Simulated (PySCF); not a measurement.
Consider FH6PSi2 (SMILES FP([SiH3])[SiH3]).

Input

```
{"job": {"kind": "uv", "xc": "CAM-B3LYP", "basis": "def2-SVPD", "nstates": 8, "ntriplets": 3}, "charge": 0, "multiplicity": 1}
F      0.368803     1.070601    -1.836525
P     -0.058449    -0.401330    -1.200380
Si    -1.732352     0.349339     0.105030
Si     1.661188    -0.564411     0.242842
H     -1.314416     1.371248     1.068670
H     -2.227036    -0.834447     0.804566
H     -2.750808     0.898934    -0.788777
H      2.880761    -0.613610    -0.562552
H      1.748207     0.549318     1.191495
H      1.432984    -1.820987     0.953104
```

Run with:

```sh
OMP_NUM_THREADS=1 python probes_run.py task.json out
```

Geometry: GFN2-xTB.

Method: CAM-B3LYP/def2-SVPD, SCF density, gas phase in PySCF 2.14.0.

### What can the converged electron density and electron localisation function tell about the bonding?

P–F (1.66 Å): ρ at the midpoint is about 1.1 e/Å³; the ELF peaks at about 0.80 in the valence shell of F, 0.6 Å from its nucleus, and is about 0.60 at the midpoint.
Si–P (2.25 Å): ρ is about 0.76 e/Å³ halfway, with its minimum of 0.64 e/Å³ about 0.8 Å from Si; the ELF peaks at about 1 between the atoms; a shared electron pair.
Si–H (1.46 Å): ρ at the midpoint is about 0.8 e/Å³; the ELF climbs to about 1 towards the hydrogen, as it does in any bond to H.

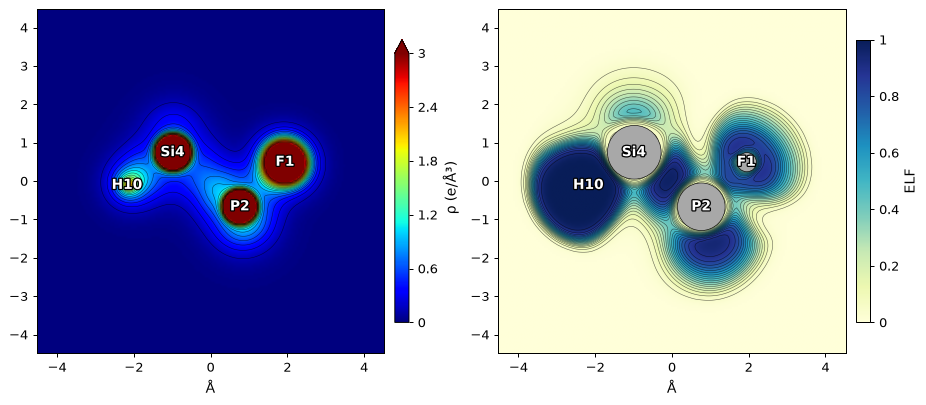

Computed electron density and electron localisation function on the plane of atoms F1, P2 and Si4, in this order. Grey discs cover the atomic cores in the ELF map. 
